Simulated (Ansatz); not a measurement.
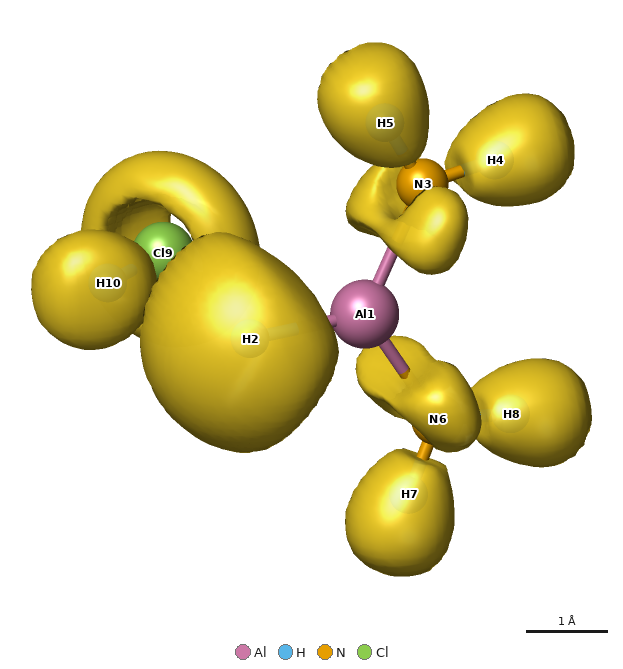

Figure 1: AlH$_{5}$N$_{2}$···HCl. Isosurface of the electron localisation function at 0.85 (yellow), seen at a tilt. Only the valence region is drawn (cores and ρ < 0.01 e/Å³ removed).

All numbers below come from Ansatz 0.2.0, RHF/def2-SVP.

```xyz
10

Al    0.0292   -0.2612   -0.1574
H     0.0535   -0.4774    1.4077
N     1.5602   -0.1415   -1.0410
H     1.6685   -0.0178   -2.0291
H     2.4620   -0.1473   -0.6044
N    -1.5241   -0.2637   -1.0098
H    -2.4128   -0.3465   -0.5546
H    -1.6632   -0.1462   -1.9948
Cl   -0.0379    2.9956    1.4197
H     0.0245    2.1865    2.4018
```

### Describe the localisation domains.

At this value the surface marks out six regions around hydrogen nuclei, two lobes of the valence shell of N pointing towards Al and one ring or bowl of non-bonding electrons around Cl. Profiles from the grid: Al1···Cl9 (3.62 Å): the ELF is about 0.05 at the midpoint (a non-bonded, intermolecular contact). Al–N (1.77 Å): the ELF peaks at about 0.90 in the valence shell of N, 0.7 Å from its nucleus, and is about 0.60 at the midpoint.
